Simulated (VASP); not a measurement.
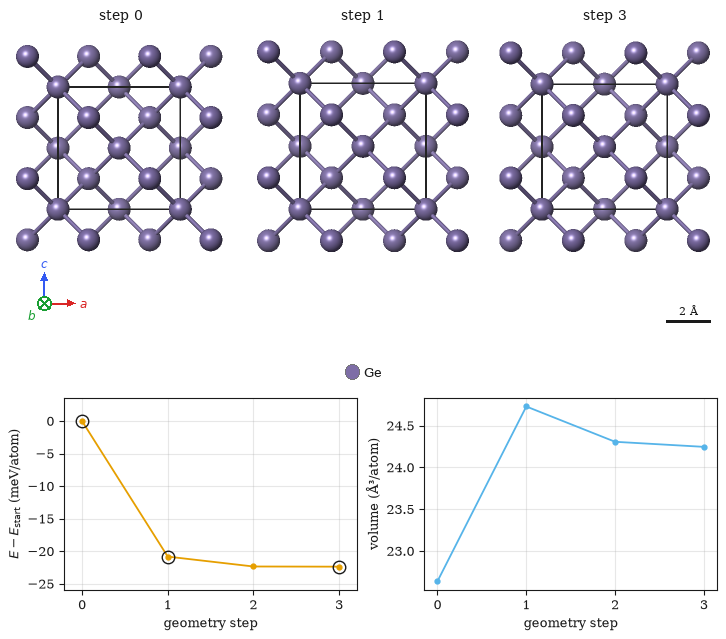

Frames of a relaxation of a crystal of Ge (set up in Fd-3m), marked on the history of the run. Style: ball-and-stick. Shown: the conventional cell (4 times the calculation's cell), along the b axis. Lengths and directions refer to the drawn axes.

The run lets cell and atoms move.

These are results of Kohn-Sham DFT of a periodic cell, PBE, VASP PAW PBE potentials, minimal in VASP, not measurements.

Input file:
```
PREC     = Accurate       # precision mode
ENCUT    = 300            # plane-wave cutoff, eV
EDIFF    = 1E-6           # SCF threshold, eV
ISMEAR   = 0              # smearing method
SIGMA    = 0.03           # smearing width, eV
LREAL    = F              # projectors in reciprocal space
LASPH    = T              # aspherical terms in the spheres
NELM     = 80             # most SCF steps
ALGO     = Normal         # electronic algorithm
ISIF     = 3              # what is computed and relaxed
LWAVE    = F              # write WAVECAR
LCHARG   = F              # write CHGCAR
GGA      = PE             # functional
IBRION   = 2              # ionic algorithm
NSW      = 90             # ionic steps
EDIFFG   = -0.01          # ionic threshold
```

Launched with:
```bash
cat potpaw_PBE.64/Ge/POTCAR > POTCAR
mpirun -np 1 vasp_std > vasp.out
```

### What happens along the run?

Over 3 geometry steps the energy falls by 22.4 meV per atom. All forces vanish by symmetry, so only the cell relaxes. The pressure goes from 4.38 to 0.00 GPa. The atoms keep their places relative to the cell (all moves are under 0.005 Å). The drawn cell changes as follows: a = b = c 5.658 → 5.789 Å (+2.3 %); the volume changes by +7.1 %. Near-neighbour distances that change, for instance: Ge–Ge 2.450 → 2.507 Å. The space group stays Fd-3m (No. 227). From step 0 to 1: volume +9.2 %, energy −20.8 meV per atom. From step 1 to 3: volume −2.0 %, energy −1.5 meV per atom.

| step | E − E(0), meV/atom | pressure, GPa | volume, Å³/atom |
| --- | --- | --- | --- |
| 0 | 0.00 | 4.38 | 22.639 |
| 1 | -20.82 | -0.96 | 24.730 |
| 2 | -22.34 | -0.15 | 24.307 |
| 3 | -22.36 | 0.00 | 24.247 |
